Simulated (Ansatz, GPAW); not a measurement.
# Au3IO (model structure): optical spectrum from first principles

Wanted: where Au3IO (model structure) starts to absorb, how strongly, and its refractive index. The structure is a model built here, which may or may not match a known phase. It was built so: All Ag replaced by Au and S replaced by O in the R3 structure of Ag3SI. The cell is first relaxed with Ansatz.

Program: GPAW 26.7.0. Level of theory: DFT, PBE, plane-wave PAW (GPAW data sets), scalar-relativistic, RPA, optical limit. Results are calculated unless marked as measured.

## (1) The structure

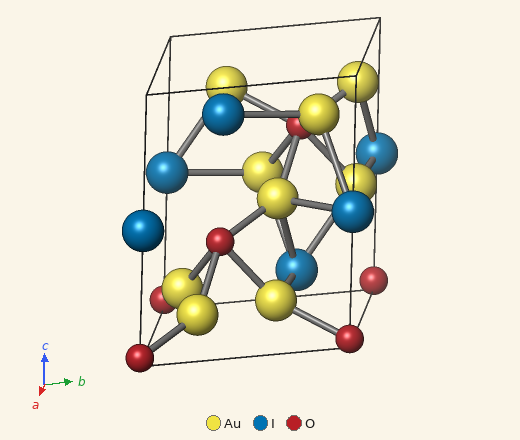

The cell as given, slightly off an axis (gold yellow, iodine blue, oxygen red). This picture shows the conventional cell, with its axes. Bonds to atoms that aren't drawn are left out. Some periodic images of atoms are drawn too.

## (2) Relaxation

Spectra hang on bond lengths, so the cell is first brought to its minimum.

This step: DFT, PBE, plane-wave PAW, default files, scalar-relativistic, relaxation (Ansatz 0.2.0).

Input file input.yaml:

```yaml
crystal:
  lattice:
    - [3.14060247, 1.81322768, 2.56429118]
    - [-3.14060247, 1.81322768, 2.56429118]
    - [0.0, -3.62645536, 2.56429118]
  atoms:
    - { symbol: Au, position: [0.8895, 0.0175, 0.53] }
    - { symbol: Au, position: [0.0175, 0.53, 0.8895] }
    - { symbol: Au, position: [0.53, 0.8895, 0.0175] }
    - { symbol: I, position: [0.5, 0.5, 0.5] }
    - { symbol: O, position: [0.0319, 0.0319, 0.0319] }
kpoints:
  mp_grid: { grid: [5, 5, 5] }
scf:
  occupations: { method: fermi_dirac, width: 0.05 }
hamiltonian:
  xc: pbe
output:
  forces: true
  stress: true
relax:
  f_tol: 0.02
  max_steps: 50
  cell: {}
```

The run is started by

```
> ansatz run input.yaml --threads 1 --pin off --max-ram 4096MiB --backend cpu --events-out ev --progress --plain --runs-dir out
```

Numbers of over 12 decimals in the logs are rounded to 6 here.

Log:

```text
Engine: ansatz 0.2.0, aarch64-unknown-linux-gnu
Pseudopotentials: kind: paw
Pseudopotential: Au, paw, valence charge 19, recommended cutoff 420 eV (normal), Au.paw.azcp
Pseudopotential: I, paw, valence charge 17, recommended cutoff 420 eV (normal), I.paw.azcp
Pseudopotential: O, paw, valence charge 6, recommended cutoff 420 eV (normal), O.paw.azcp
Functional definition: PBE
  parameter kappa = 0.804
  parameter beta = 0.066725
  exchange = pbe_x(kappa = kappa, mu = beta*pi^2/3)
  correlation = pbe_c(beta = beta)
Crystal: 5 atoms, lattice volume = 87.616 Å³
Basis set: ecut = 420 eV, 1743 PW (Γ), exchange–correlation on 60×60×60 points (8 copies of the dense FFT grid, shifted against one another)
Bands: 48, of which v1, the nominal top of the filled ones, is band 40 counted from 1 (39 counted from 0)
Symmetry: 3 space group operations
Space group: R3 (ITA 146), of the structure as read, at distance tolerance 4.4e-5 Å
k-points: 23 of 125 (time reversal used)
Non-local potential: Au, projectors of the file, l = 0: 3, l = 1: 2, l = 2: 2, l = 3: 1
Non-local potential: I, projectors of the file, l = 0: 2, l = 1: 2, l = 2: 2, l = 3: 2
Non-local potential: O, projectors of the file, l = 0: 2, l = 1: 2, l = 2: 1
PAW form: soft (Blöchl's): semilocal exchange-correlation on the pseudo side does not see the compensation charge
PAW one-centre angular grid: Au, 590 points (default); XC on 64 Gauss nodes
PAW one-centre angular grid: I, 590 points (default); XC on 64 Gauss nodes
PAW one-centre angular grid: O, 110 points (default); XC on 64 Gauss nodes
Initial density: superposition of atomic densities (neutral atoms: chi_scale 0, normalization atom), corrected by the library's trained network
Initial wavefunctions: pseudopotential atomic-orbital guess
Functional: x = pbe(κ = 0.804, μ = 0.219515), c = pbe(β = 0.066725)
SCF iter   1: F=—  HF=-47522.774332 eV  |F-HF|=—  |Δ(HF+E_count)|=         —  Δρ=6.36e-3  dr2=5.90e-2  ethr=1.77e-3  ⟨swp⟩=6.8  Hψ=4339  notcnv=0  defer=12
preconditioner: auto → Resta (q_TF=auto, 2.687 Å⁻¹)  ε∞=8.1  [insulator: Δε(μ)=0.249 eV  Ē_g=10.089 eV  σ=0.050 eV  W_gap=0.67  n_scr=26 (ndim 8)  ℏωp=26.9 eV  f_vac=0.001  D(μ)=1.85/eV (n_scr^D=6)  ε∞_Penn≈8.1]
SCF iter   2: F=—  HF=-47522.768239 eV  |F-HF|=—  |Δ(HF+E_count)|=   6.09e-3  Δρ=3.23e-3  dr2=1.84e-2  ethr=7.38e-5  ⟨swp⟩=1.8  Hψ=1520  notcnv=0  defer=41
SCF iter   3: F=—  HF=-47522.765180 eV  |F-HF|=—  |Δ(HF+E_count)|=   3.06e-3  Δρ=5.08e-4  dr2=5.05e-4  ethr=2.29e-5  ⟨swp⟩=2.0  Hψ=1183  notcnv=0  defer=41
SCF iter   4: F=—  HF=-47522.765141 eV  |F-HF|=—  |Δ(HF+E_count)|=   3.88e-5  Δρ=1.68e-4  dr2=1.72e-5  ethr=6.31e-7  ⟨swp⟩=2.1  Hψ=1585  notcnv=0  defer=41
SCF iter   5: F=—  HF=-47522.765119 eV  |F-HF|=—  |Δ(HF+E_count)|=   2.21e-5  Δρ=4.61e-5  dr2=1.61e-6  ethr=2.15e-8  ⟨swp⟩=2.0  Hψ=1698  notcnv=0  defer=41
SCF iter   6: F=—  HF=-47522.765119 eV  |F-HF|=—  |Δ(HF+E_count)|=   4.41e-7  Δρ=1.14e-5  dr2=1.45e-7  ethr=2.01e-9  ⟨swp⟩=2.7  Hψ=1662  notcnv=0  defer=41
SCF iter   7: F=-47522.765119 eV  HF=-47522.765119 eV  |F-HF|=6.04e-10  |Δ(HF+E_count)|=   4.77e-8  Δρ=3.72e-6  dr2=1.21e-8  ethr=1.25e-10  ⟨swp⟩=4.0  Hψ=3568  notcnv=0
SCF 1 converged in 7 iterations: F = -47522.765119 eV  dr2 = 1.21e-8
  greatest PAW one-centre occupation: 1.000 electrons in one spin orbital (limit 2), on the Au atom at site 2 (counted from 0), in its partial waves of l = 0
relax step   1: F+E_penalty+E_count = -47522.76511911 eV  Δ(F+E_penalty+E_count) = +0.000e0 eV  max|allowed force component| = 1.869e0 eV/Å  Δτ_max = 0.0000 Å  P = +20.575 GPa  Ω = 87.616 Å³  (7 SCF iters, dr2 threshold 1.00e-7 eV, accepted)
Crystal: 5 atoms, lattice volume = 100.297 Å³
Basis set: ecut = 420 eV, 1935 PW (Γ), exchange–correlation on 60×60×60 points (8 copies of the dense FFT grid, shifted against one another)
Initial density: handed on by an earlier stage of this run
Initial wavefunctions: those handed on with the density
iter 1 solved again at ethr=3.72e-4 eV; its pass at ethr=3.10e-3 eV (dr2=2.97e-1 eV) is discarded
SCF iter   1: F=—  HF=-47523.804152 eV  |F-HF|=—  |Δ(HF+E_count)|=         —  Δρ=1.68e-2  dr2=3.02e-1  ethr=3.72e-4  ⟨swp⟩=2.0  Hψ=6096  notcnv=0
preconditioner: auto → Resta (q_TF=auto, 2.627 Å⁻¹)  ε∞=8.6  [insulator: Δε(μ)=0.148 eV  Ē_g=9.145 eV  σ=0.050 eV  W_gap=0.55  n_scr=26 (ndim 8)  ℏωp=25.1 eV  f_vac=0.007  D(μ)=2.04/eV (n_scr^D=18)  ε∞_Penn≈8.6]
SCF iter   2: F=—  HF=-47523.768220 eV  |F-HF|=—  |Δ(HF+E_count)|=   3.59e-2  Δρ=7.66e-3  dr2=6.91e-2  ethr=3.72e-4  ⟨swp⟩=2.0  Hψ=1263  notcnv=0
SCF iter   3: F=—  HF=-47523.759617 eV  |F-HF|=—  |Δ(HF+E_count)|=   8.60e-3  Δρ=1.04e-3  dr2=7.95e-4  ethr=8.64e-5  ⟨swp⟩=2.1  Hψ=1427  notcnv=0
SCF iter   4: F=—  HF=-47523.759769 eV  |F-HF|=—  |Δ(HF+E_count)|=   1.52e-4  Δρ=1.67e-4  dr2=3.19e-5  ethr=9.93e-7  ⟨swp⟩=2.0  Hψ=1635  notcnv=0
SCF iter   5: F=—  HF=-47523.759786 eV  |F-HF|=—  |Δ(HF+E_count)|=   1.72e-5  Δρ=6.13e-5  dr2=3.06e-6  ethr=3.99e-8  ⟨swp⟩=2.0  Hψ=1663  notcnv=0
SCF iter   6: F=-47523.759786 eV  HF=-47523.759786 eV  |F-HF|=3.29e-8  |Δ(HF+E_count)|=   5.82e-7  Δρ=1.15e-5  dr2=1.33e-7  ethr=6.25e-10  ⟨swp⟩=5.0  Hψ=4034  notcnv=0
SCF 2 converged in 6 iterations: F = -47523.759786 eV  dr2 = 1.33e-7
relax step   2: F+E_penalty+E_count = -47523.75978644 eV  Δ(F+E_penalty+E_count) = -9.947e-1 eV  max|allowed force component| = 5.065e-1 eV/Å  Δτ_max = 0.1677 Å  P = +0.364 GPa  Ω = 100.297 Å³  energy of the carried Pulay correction = -1.330e-2 eV  (6 SCF iters, dr2 threshold 5.00e-7 eV, accepted)
Crystal: 5 atoms, lattice volume = 100.459 Å³
iter 1 solved again at ethr=1.67e-5 eV; its pass at ethr=3.10e-3 eV (dr2=1.34e-2 eV) is discarded
SCF iter   1: F=—  HF=-47523.829148 eV  |F-HF|=—  |Δ(HF+E_count)|=         —  Δρ=4.41e-3  dr2=1.53e-2  ethr=1.67e-5  ⟨swp⟩=2.2  Hψ=5086  notcnv=0
preconditioner: auto → Kerker (q_TF=auto, 2.627 Å⁻¹)  [metal: Δε(μ)=0.117 eV  Ē_g=9.098 eV  σ=0.050 eV  W_gap=0.45  n_scr=26 (ndim 8)  ℏωp=25.1 eV  f_vac=0.006  D(μ)=2.10/eV (n_scr^D=18)]
SCF iter   2: F=—  HF=-47523.826720 eV  |F-HF|=—  |Δ(HF+E_count)|=   2.43e-3  Δρ=2.26e-3  dr2=5.01e-3  ethr=1.67e-5  ⟨swp⟩=1.0  Hψ=1104  notcnv=0
SCF iter   3: F=—  HF=-47523.825894 eV  |F-HF|=—  |Δ(HF+E_count)|=   8.26e-4  Δρ=3.65e-4  dr2=1.93e-4  ethr=6.26e-6  ⟨swp⟩=2.0  Hψ=1704  notcnv=0
SCF iter   4: F=—  HF=-47523.825550 eV  |F-HF|=—  |Δ(HF+E_count)|=   3.44e-4  Δρ=1.11e-4  dr2=2.97e-5  ethr=2.41e-7  ⟨swp⟩=2.6  Hψ=1590  notcnv=0
SCF iter   5: F=—  HF=-47523.825547 eV  |F-HF|=—  |Δ(HF+E_count)|=   3.07e-6  Δρ=4.94e-5  dr2=3.37e-6  ethr=3.71e-8  ⟨swp⟩=2.5  Hψ=1640  notcnv=0
[...]
relax step  21: F+E_penalty+E_count = -47525.23702185 eV  Δ(F+E_penalty+E_count) = +2.447e-2 eV  max|allowed force component| = 9.993e-1 eV/Å  Δτ_max = 0.1383 Å  P = -1.343 GPa  Ω = 121.074 Å³  energy of the carried Pulay correction = -3.164e-2 eV  (8 SCF iters, dr2 threshold 5.00e-7 eV, rejected (line search))
relax step  22: F+E_penalty+E_count = -47525.32711829 eV  Δ(F+E_penalty+E_count) = -6.563e-2 eV  max|allowed force component| = 2.510e-1 eV/Å  Δτ_max = 0.0526 Å  P = -0.307 GPa  Ω = 115.885 Å³  energy of the carried Pulay correction = -2.741e-2 eV  (13 SCF iters, accepted)
relax step  23: F+E_penalty+E_count = -47525.35541089 eV  Δ(F+E_penalty+E_count) = -2.829e-2 eV  max|allowed force component| = 1.699e-1 eV/Å  Δτ_max = 0.0432 Å  P = +0.490 GPa  Ω = 115.838 Å³  energy of the carried Pulay correction = -2.737e-2 eV  (7 SCF iters, dr2 threshold 5.00e-7 eV, accepted)
relax step  24: F+E_penalty+E_count = -47525.36883046 eV  Δ(F+E_penalty+E_count) = -1.342e-2 eV  max|allowed force component| = 5.508e-2 eV/Å  Δτ_max = 0.0164 Å  P = -0.428 GPa  Ω = 115.442 Å³  energy of the carried Pulay correction = -2.703e-2 eV  (6 SCF iters, dr2 threshold 5.00e-7 eV, accepted)
relax step  25: F+E_penalty+E_count = -47525.37003054 eV  Δ(F+E_penalty+E_count) = -1.200e-3 eV  max|allowed force component| = 8.887e-3 eV/Å  Δτ_max = 0.0030 Å  P = +0.006 GPa  Ω = 114.935 Å³  energy of the carried Pulay correction = -2.661e-2 eV  (5 SCF iters, dr2 threshold 5.00e-7 eV, accepted)
relax step  26: F+E_penalty+E_count = -47525.51232034 eV  Δ(F+E_penalty+E_count) = -1.423e-1 eV  max|allowed force component| = 2.702e-3 eV/Å  Δτ_max = 0.0000 Å  P = +1.764 GPa  Ω = 114.935 Å³  stress off target by 2.27e0 GPa  SCF on the basis re-selected at this cell (its energy is not comparable with the rows above)  (10 SCF iters)
relax step  27: F+E_penalty+E_count = -47525.54846986 eV  Δ(F+E_penalty+E_count) = -3.615e-2 eV  max|allowed force component| = 5.076e-2 eV/Å  Δτ_max = 0.0601 Å  P = +0.688 GPa  Ω = 118.217 Å³  energy of the carried Pulay correction = -3.232e-3 eV  (7 SCF iters, dr2 threshold 5.00e-7 eV, accepted)
relax step  28: F+E_penalty+E_count = -47525.55535965 eV  Δ(F+E_penalty+E_count) = -6.890e-3 eV  max|allowed force component| = 3.906e-2 eV/Å  Δτ_max = 0.0502 Å  P = -0.101 GPa  Ω = 119.962 Å³  energy of the carried Pulay correction = -5.192e-3 eV  (7 SCF iters, dr2 threshold 5.00e-7 eV, accepted)
relax step  29: F+E_penalty+E_count = -47525.55568659 eV  Δ(F+E_penalty+E_count) = -3.269e-4 eV  max|allowed force component| = 1.130e-2 eV/Å  Δτ_max = 0.0050 Å  P = -0.018 GPa  Ω = 119.842 Å³  energy of the carried Pulay correction = -5.046e-3 eV  (6 SCF iters, dr2 threshold 9.54e-8 eV, accepted)
relax step  30: F+E_penalty+E_count = -47525.56193079 eV  Δ(F+E_penalty+E_count) = -6.244e-3 eV  max|allowed force component| = 1.019e-2 eV/Å  Δτ_max = 0.0000 Å  P = -0.012 GPa  Ω = 119.842 Å³  stress off target by 5.76e-2 GPa  SCF on the basis re-selected at this cell (its energy is not comparable with the rows above)  (8 SCF iters)
relax step  31: F+E_penalty+E_count = -47525.56228814 eV  Δ(F+E_penalty+E_count) = -3.573e-4 eV  max|allowed force component| = 8.760e-3 eV/Å  Δτ_max = 0.0050 Å  P = +0.031 GPa  Ω = 119.617 Å³  energy of the carried Pulay correction = +2.127e-4 eV  (6 SCF iters, dr2 threshold 8.30e-9 eV, accepted)
iter 1 solved again at ethr=4.75e-7 eV; its pass at ethr=3.10e-3 eV (dr2=3.80e-4 eV) is discarded
SCF iter   1: F=—  HF=-47525.562018 eV  |F-HF|=—  |Δ(HF+E_count)|=         —  Δρ=3.96e-5  dr2=8.23e-8  ethr=4.75e-7  ⟨swp⟩=3.2  Hψ=7546  notcnv=0
eigensolver tolerance schedule: the retry pair's looser diagonalisation over-reported the residual by 4617.12 of it (diagonalisation noise at 2.42 of the residual, at the tolerance the schedule requests for it); recorded, not acted on — ethr = c·dr2/N_el stays at c = 1.0e-1
preconditioner: auto → Resta (q_TF=auto, 2.551 Å⁻¹)  ε∞=7.1  [insulator: Δε(μ)=1.400 eV  Ē_g=9.310 eV  σ=0.050 eV  W_gap=1.00  n_scr=26 (ndim 8)  ℏωp=23.0 eV  f_vac=0.086  D(μ)=0.00/eV (n_scr^D=0)  ε∞_Penn≈7.1]
SCF iter   2: F=—  HF=-47525.562021 eV  |F-HF|=—  |Δ(HF+E_count)|=   2.38e-6  Δρ=2.01e-5  dr2=2.69e-8  ethr=1.03e-10  ⟨swp⟩=3.2  Hψ=2361  notcnv=0
SCF iter   3: F=—  HF=-47525.562028 eV  |F-HF|=—  |Δ(HF+E_count)|=   7.52e-6  Δρ=5.52e-6  dr2=1.42e-8  ethr=3.37e-11  ⟨swp⟩=2.0  Hψ=1633  notcnv=0
SCF iter   4: F=—  HF=-47525.562029 eV  |F-HF|=—  |Δ(HF+E_count)|=   3.44e-7  Δρ=6.39e-7  dr2=4.83e-10  ethr=1.77e-11  ⟨swp⟩=2.0  Hψ=1630  notcnv=0
SCF iter   5: F=—  HF=-47525.562029 eV  |F-HF|=—  |Δ(HF+E_count)|=   2.65e-9  Δρ=2.62e-7  dr2=1.44e-10  ethr=1.00e-12  ⟨swp⟩=2.0  Hψ=1728  notcnv=0
SCF iter   6: F=-47525.562029 eV  HF=-47525.562029 eV  |F-HF|=3.64e-11  |Δ(HF+E_count)|=  1.02e-10  Δρ=1.02e-7  dr2=1.51e-11  ethr=1.00e-12  ⟨swp⟩=4.8  Hψ=3529  notcnv=0
SCF 32 converged in 6 iterations: F = -47525.562029 eV  dr2 = 1.51e-11
relax step  32: F+E_penalty+E_count = -47525.56202855 eV  Δ(F+E_penalty+E_count) = +2.596e-4 eV  max|allowed force component| = 8.751e-3 eV/Å  Δτ_max = 0.0000 Å  P = +0.031 GPa  Ω = 119.617 Å³  stress off target by 4.00e-2 GPa  SCF on the basis re-selected at this cell (its energy is not comparable with the rows above)  (6 SCF iters)
basis re-selected at this cell: Δ(F+E_penalty+E_count) = +2.596e-4 eV, ΔP = -0.000 GPa vs the last step (what re-selecting the basis moved, of the pressure what is left beyond the Pulay correction that the steps carried, after the strain that the cell walked since its last selection, with what the two solves' SCF thresholds leave and, on support functions, any second-order correction that the steps lacked; it is no m [...]
SCF converged after 6 iterations
Free energy (F): -47525.562029 eV
Harris-Foulkes:  -47525.562029 eV  (|F-HF|=3.64e-11)
Internal energy: -47525.562028 eV  (E = F + TS)
E sigma→0 (E₀):  -47525.562029 eV
Entropy (-TS):   -0.000000 eV (-0.000 meV/atom)
Fermi energy:    10.763543 eV
--- Per-component energies (eV) ---
  E_band       = -1480.686622
  E_kinetic    = 2175.197938
  E_local      = -9953.167270  (includes V_loc(G=0)·N_el)
  E_nonlocal   = 181.050569
  E_hartree    = 4348.655573
  E_xc         = -881.755335
  E_vxc        = -1042.556442  (∫ρ·V_xc dr)
  E_paw        = -34095.020274  (= ΣΔE_a)
  E_vpaw       = -1538.529147  (= ΣTr[D̂ρ^β])
  E_aug_tail   = 0.006789  (compensation charges beyond the density's cutoff)
  E_ewald      = -9300.530017
  E_smearing   = -0.000000  (= −TS)
  E_closure    = 0.000000  (closes the sum)
  Σ components = -47525.562029   (vs F -47525.562029, Δ=0.00e0)
--- Forces (eV/Å), atoms counted from 1 ---
  atom   1  Au    -0.00001733    -0.00064231     0.00047535
  atom   2  Au    -0.00054760     0.00033616     0.00047535
  atom   3  Au     0.00056492     0.00030615     0.00047535
  atom   4  I     -0.00000000     0.00000000    -0.00875044
  atom   5  O      0.00000000    -0.00000000     0.00732482
  max |Σ_I F_I| component: 4.38e-7 eV/Å
--- Stress (GPa, compression-positive) ---
        0.039980       0.000000       0.000000
       -0.000000       0.039980      -0.000000
        0.000000      -0.000000       0.011831
  P = ⅓ Tr σ = 0.0306 GPa (0.306 kbar)
--- Relaxed structure (29 steps of the walk, 27 accepted, 3 SCFs on fresh bases) ---
  F+E_penalty+E_count = -47525.56202855 eV   max|allowed force component| = 8.751e-3 eV/Å   (the final SCF, on the basis selected at the relaxed cell)
  cell:  # Å, volume = 119.6172 Å³
    - [3.686558, 2.128435, 2.540744]
    - [-3.686558, 2.128435, 2.540744]
    - [-5.848992059061106e-18, -4.256870, 2.540744]
  atoms:
    - { symbol: Au, position: [0.918439, -0.081565, 0.366849] }
    - { symbol: Au, position: [-0.081565, 0.366849, 0.918439] }
    - { symbol: Au, position: [0.366849, 0.918439, -0.081565] }
    - { symbol: I, position: [0.593294, 0.593294, 0.593294] }
    - { symbol: O, position: [0.171883, 0.171883, 0.171883] }
```

It took 4.7 min on 1 thread of Arm Neoverse V2, shared host; peak memory 0.4 GiB.

Step by step (22 of 32):

| step | energy less that of the first step (eV) | largest force component (eV/Å) | pressure (GPa) | volume (Å³) |
| --- | --- | --- | --- | --- |
| 1 | 0.0000 | 1.8692 | 20.57 | 87.62 |
| 2 | -0.9947 | 0.5065 | 0.36 | 100.30 |
| 4 | -1.1080 | 0.3634 | 0.08 | 100.06 |
| 5 | -1.1684 | 0.2644 | 0.98 | 99.76 |
| 7 | -1.2207 | 0.1153 | -1.78 | 104.64 |
| 8 | -1.2394 | 0.2469 | 0.08 | 103.13 |
| 10 | -1.3363 | 0.4563 | 0.44 | 100.34 |
| 11 | -1.5658 | 0.7959 | -0.34 | 99.72 |
| 13 | -1.8755 | 0.4293 | 0.03 | 98.86 |
| 14 | -1.6355 | 1.7210 | 6.11 | 95.82 |
| 16 | -1.9090 | 0.1970 | 1.59 | 99.18 |
| 17 | -1.9191 | 0.1425 | 1.39 | 99.89 |
| 19 | -2.1653 | 0.6450 | 1.63 | 107.02 |
| 20 | -2.4964 | 0.1749 | 1.59 | 111.91 |
| 22 | -2.5620 | 0.2510 | -0.31 | 115.88 |
| 23 | -2.5903 | 0.1699 | 0.49 | 115.84 |
| 25 | -2.6049 | 0.0089 | 0.01 | 114.93 |
| 26* | -2.7472 | 0.0027 | 1.76 | 114.93 |
| 28 | -2.7902 | 0.0391 | -0.10 | 119.96 |
| 29 | -2.7906 | 0.0113 | -0.02 | 119.84 |
| 31 | -2.7972 | 0.0088 | 0.03 | 119.62 |
| 32* | -2.7969 | 0.0088 | 0.03 | 119.62 |

Relaxation steps marked * repeat the geometry before them on a plane-wave basis chosen anew for their cell, so energy and pressure can jump there. Other such steps can lie between the rows shown. Relaxation steps 14, 21 were tried and not accepted.

Forces are held to the 3 operations that the run works with; a distortion that breaks them can't arise in this run.

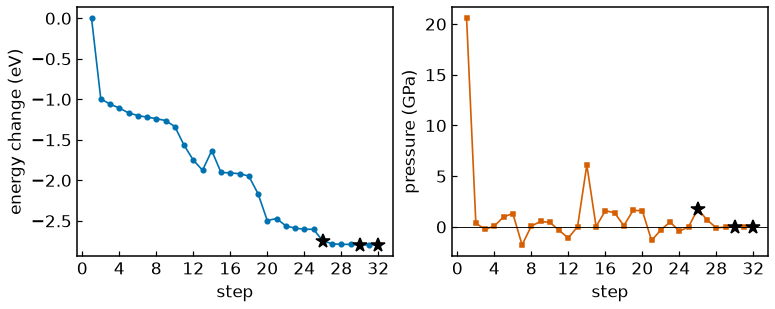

Energy and pressure along the relaxation. Stars mark steps on a basis chosen anew.

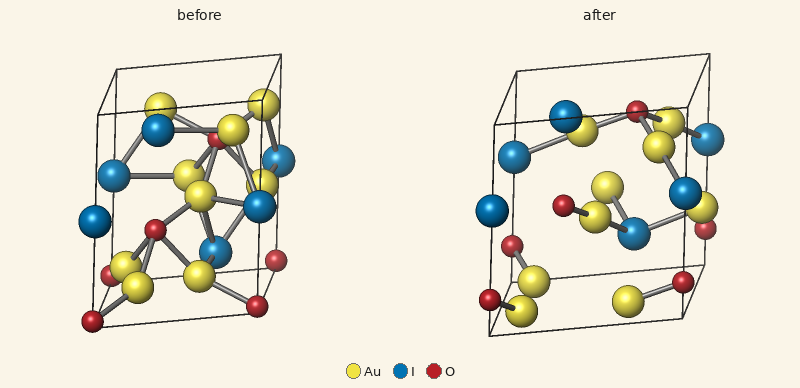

The structure before and after the relaxation, drawn at the same scale. Bonds to atoms that aren't drawn are left out.

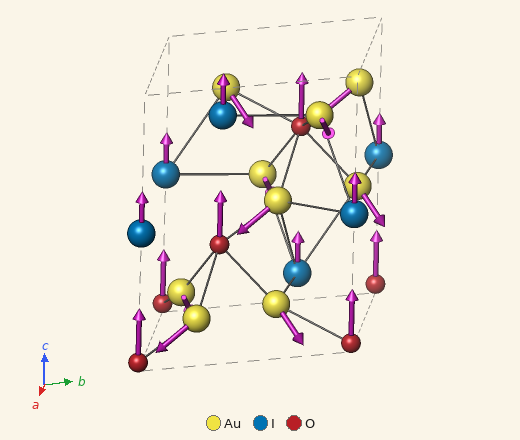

Displacements in the relaxation, exaggerated, measured against the changing cell; the longest in the cell stands for 1.07 Å. Bonds to atoms that aren't drawn are left out. Some periodic images of atoms are drawn too.

| cell as run | before | after | change |
| --- | --- | --- | --- |
| a (Å) | 4.441 | 4.957 | +11.6 % |
| b (Å) | 4.441 | 4.957 | +11.6 % |
| c (Å) | 4.441 | 4.957 | +11.6 % |
| α (°) | 90.00 | 96.08 | +6.8 % |
| β (°) | 90.00 | 96.08 | +6.8 % |
| γ (°) | 90.00 | 96.08 | +6.8 % |
| volume (Å³/atom) | 17.52 | 23.92 | +36.5 % |

The atoms that moved most (Å, as changes of fractional coordinates times the final cell):

| atom | dx | dy | dz | length |
| --- | --- | --- | --- | --- |
| O5 | 0.000 | 0.000 | 1.067 | 1.067 |
| Au2 | 0.236 | -0.681 | -0.593 | 0.933 |
| Au3 | -0.708 | 0.136 | -0.593 | 0.933 |
| Au1 | 0.472 | 0.545 | -0.593 | 0.933 |
| I4 | 0.000 | 0.000 | 0.711 | 0.711 |

Final coordinates:

```
Au I O
1.0
     3.68656    2.12844    2.54074
    -3.68656    2.12844    2.54074
     0.00000   -4.25687    2.54074
Au I O
3 1 1
Direct
  0.91844 0.91844 0.36685
  0.91844 0.36685 0.91844
  0.36685 0.91844 0.91844
  0.59329 0.59329 0.59329
  0.17188 0.17188 0.17188
```

The relaxation ends with a largest force component of 0.0088 eV/Å and a pressure of 0.03 GPa.

(Continued in part 2 of 3.)

[Machine, clock and banner lines and Python warnings are left out of the logs.]

[Logs are printed without paths, hosts, clocks, repeated set-up lines and the standing remarks that a program may print on its own settings, such as how far it seeks lower states.]

[Hosts, paths, dates, database ids (printed as entryN), source tags and the programs' standing remarks are cut or masked in the printed files.]
